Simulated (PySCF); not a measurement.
**What a change does: NMR shielding calculation on CH7ClO2Si2**

System: CH7ClO2Si2.
Method of run A: GIAO PBE0/STO-3G NMR shielding, non-relativistic, gas phase (PySCF 2.14.0).

The geometry comes from this level: PBE0-D3(BJ)/def2-SVP. Text and figures count atoms from 1; the logs count them from 0 in places.

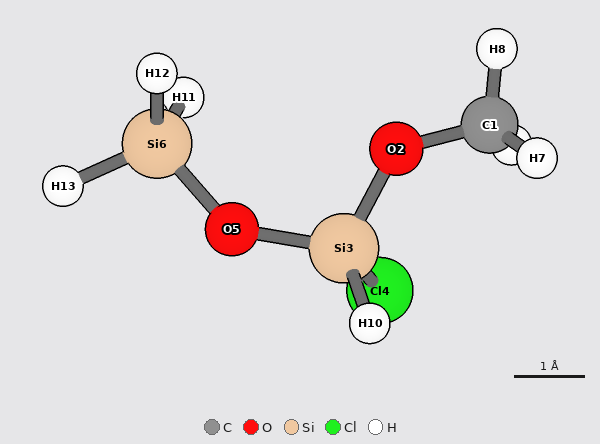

**Figure 1.** The structure (ball-and-stick view, seen at a tilt; atoms are numbered from 1 in the order of the input). Bond lengths as drawn: Cl–Si 2.07 Å, C–H 1.10 Å, C–O 1.40 Å, H–Si 1.48 to 1.49 Å and O–Si 1.63 to 1.67 Å.

Input file, run A:
```
{"job": {"kind": "nmr", "xc": "PBE0", "basis": "STO-3G", "pop": true}, "charge": 0, "multiplicity": 1}
C     -2.215481    -0.819828    -0.129200
O     -0.963894    -0.266303     0.180500
Si    -0.264346     1.079900    -0.450400
Cl    -0.485826     1.020377    -2.504536
O      1.318435     1.031930    -0.052029
Si     2.515577    -0.116465     0.154056
H     -3.039096    -0.225624     0.303606
H     -2.264702    -1.833286     0.295251
H     -2.370317    -0.888919    -1.219499
H     -0.858308     2.340837     0.038929
H      2.401935    -1.171854    -0.894673
H      2.396474    -0.736551     1.504286
H      3.826169     0.578332     0.032069
```

The first line tells a small driver script what to run in PySCF; the rest is the geometry in Å.

Launched with:
```bash
OMP_NUM_THREADS=1 python <driver script> task.json out
```

Hardware: 1 CPU thread, shared host.

Output (run A):
```
coarse grid: 12472 points
cycle   1  E = -1217.0568807405  dE =  1.667e-01  |g| = 7.787e-01  |ddm| = 4.240e+00
cycle   2  E = -1216.9026929926  dE =  1.542e-01  |g| = 1.154e+00  |ddm| = 2.760e+00
cycle   3  E = -1217.2777372814  dE = -3.750e-01  |g| = 1.096e-01  |ddm| = 1.713e+00
cycle   4  E = -1217.2816291337  dE = -3.892e-03  |g| = 4.803e-02  |ddm| = 2.637e-01
cycle   5  E = -1217.2823325102  dE = -7.034e-04  |g| = 1.167e-02  |ddm| = 8.444e-02
cycle   6  E = -1217.2823835664  dE = -5.106e-05  |g| = 8.246e-04  |ddm| = 2.219e-02
cycle   7  E = -1217.2823838783  dE = -3.119e-07  |g| = 1.865e-04  |ddm| = 1.973e-03
final grid: 106832 points
cycle   8  E = -1217.2118735028  dE = -1.761e-06  |g| = 4.751e-03  |ddm| = 1.403e-02
cycle   9  E = -1217.2118719024  dE =  1.600e-06  |g| = 5.212e-03  |ddm| = 1.429e-02
cycle  10  E = -1217.2118804987  dE = -8.596e-06  |g| = 3.670e-04  |ddm| = 7.883e-03
cycle  11  E = -1217.2118805400  dE = -4.131e-08  |g| = 4.339e-05  |ddm| = 5.344e-04
cycle  12  E = -1217.2118805406  dE = -5.748e-10  |g| = 1.388e-05  |ddm| = 9.156e-05
converged SCF energy = -1217.2118805406

GIAO shielding tensors (ppm)
atom      isotropic    diamagn.    paramagn.     s11        s22        s33       span
  0 C      188.094     245.488     -57.394    165.517    168.171    230.593     65.075
  1 O      407.485     385.948      21.537    309.667    426.843    485.945    176.278
  2 Si     540.699     867.613    -326.914    477.512    539.660    604.926    127.414
  3 Cl    1162.569    1131.292      31.277   1088.246   1190.592   1208.868    120.622
  4 O      470.332     379.048      91.283    290.757    549.570    570.667    279.910
  5 Si     558.027     867.552    -309.525    507.561    518.941    647.580    140.019
  6 H       30.976      29.521       1.456     26.848     27.862     38.219     11.372
  7 H       30.465      30.135       0.330     26.045     27.310     38.040     11.996
  8 H       30.843      30.246       0.597     25.151     31.139     36.239     11.087
  9 H       29.160      31.287      -2.127     24.721     25.516     37.242     12.521
 10 H       30.161      31.751      -1.590     25.905     28.905     35.672      9.767
 11 H       30.031      31.504      -1.474     25.829     27.724     36.539     10.710
 12 H       29.797      29.424       0.373     25.540     27.091     36.759     11.219
```

The input of run B differs as follows (lines with − go, lines with + come):
```diff
-"basis": "STO-3G"
+"basis": "6-31G"
```

How does run B compare with run A?

The total energy of run B is 8810.7 kcal/mol lower, which measures the change of basis and not a stability. The HOMO goes from −4.80 to −8.58 eV. The LUMO goes from 4.79 to 0.26 eV. The dipole moment goes from 2.42 to 2.01 D. Of all shieldings, the largest change is that of Cl4, by −248.6 ppm. The SCF takes 13 iterations against 12. The basis functions go from 49 to 80.

Output (run B):
```
coarse grid: 12472 points
cycle   1  E = -1231.1457006623  dE =  7.446e-01  |g| = 9.148e-01  |ddm| = 3.313e+00
cycle   2  E = -1230.8824704502  dE =  2.632e-01  |g| = 1.487e+00  |ddm| = 2.221e+00
cycle   3  E = -1231.3170912604  dE = -4.346e-01  |g| = 1.215e-01  |ddm| = 1.452e+00
cycle   4  E = -1231.3212430743  dE = -4.152e-03  |g| = 3.978e-02  |ddm| = 2.348e-01
cycle   5  E = -1231.3216238890  dE = -3.808e-04  |g| = 1.632e-02  |ddm| = 5.533e-02
cycle   6  E = -1231.3216770796  dE = -5.319e-05  |g| = 2.825e-03  |ddm| = 1.682e-02
cycle   7  E = -1231.3216791339  dE = -2.054e-06  |g| = 2.905e-04  |ddm| = 4.039e-03
final grid: 106832 points
cycle   8  E = -1231.2525422220  dE = -2.543e-07  |g| = 8.013e-03  |ddm| = 1.355e-02
cycle   9  E = -1231.2525268852  dE =  1.534e-05  |g| = 1.203e-02  |ddm| = 1.524e-02
cycle  10  E = -1231.2525551454  dE = -2.826e-05  |g| = 9.122e-04  |ddm| = 9.797e-03
cycle  11  E = -1231.2525553522  dE = -2.068e-07  |g| = 6.976e-05  |ddm| = 8.930e-04
cycle  12  E = -1231.2525553534  dE = -1.216e-09  |g| = 3.577e-05  |ddm| = 1.286e-04
cycle  13  E = -1231.2525553536  dE = -2.030e-10  |g| = 1.667e-05  |ddm| = 4.357e-05
converged SCF energy = -1231.2525553536

GIAO shielding tensors (ppm)
atom      isotropic    diamagn.    paramagn.     s11        s22        s33       span
  0 C      150.764     239.121     -88.357    124.946    129.461    197.885     72.939
  1 O      295.641     403.886    -108.245    243.463    299.526    343.933    100.470
  2 Si     436.481     878.364    -441.883    413.112    428.133    468.199     55.087
  3 Cl     913.963    1148.606    -234.643    822.886    871.731   1047.270    224.384
  4 O      305.616     406.673    -101.056    241.594    328.479    346.776    105.182
  5 Si     448.887     878.470    -429.582    404.972    415.290    526.400    121.429
  6 H       29.036      27.550       1.486     24.193     26.436     36.480     12.287
  7 H       28.532      27.606       0.926     23.782     26.223     35.591     11.810
  8 H       28.904      27.729       1.175     23.301     28.356     35.054     11.753
  9 H       26.905      28.766      -1.861     22.598     23.384     34.733     12.135
 10 H       27.292      28.582      -1.289     22.727     26.586     32.563      9.836
 11 H       27.303      28.524      -1.221     22.896     25.740     33.273     10.377
 12 H       27.328      28.223      -0.894     22.905     25.437     33.642     10.737
```

The two runs side by side:

```tsv
quantity	run A	run B
outcome	converged	converged
total energy (hartree)	−1217.211881	−1231.252555
HOMO (eV)	−4.80	−8.58
LUMO (eV)	4.79	0.26
dipole moment (D)	2.42	2.01
shielding of C1 (ppm)	188.1	150.8
shielding of O2 (ppm)	407.5	295.6
shielding of Si3 (ppm)	540.7	436.5
shielding of Cl4 (ppm)	1162.6	914.0
shielding of O5 (ppm)	470.3	305.6
shielding of Si6 (ppm)	558.0	448.9
shielding of H11 (ppm)	30.2	27.3
SCF iterations	12	13
basis functions	49	80
wall time (shared host)	6.7 s	13 s
```
